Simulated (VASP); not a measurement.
Band structure of BiRh (space group P6_3/mmc). Calculation: LDA (Ceperley-Alder, Perdew-Zunger), VASP's LDA PAW potentials (set 64) (plane waves; VASP).

Unless said otherwise, spin-orbit coupling is left out, though it shifts the bands of the heavy elements here.

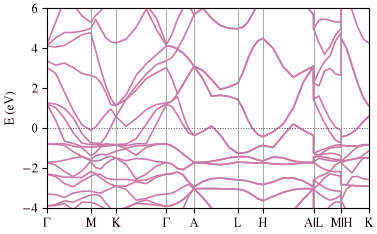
Bands along high-symmetry lines, zero at the valence-band maximum or, without a gap, the Fermi level

### Question
Read the plot: is there a gap, and where are the band edges?

### Answer
It has no gap at this level: it comes out as a metal or semimetal.

The structure comes from a computed database's BiRh entry (P6_3/mmc); how it stands against other phases isn't given here. The cell was not relaxed at this level.
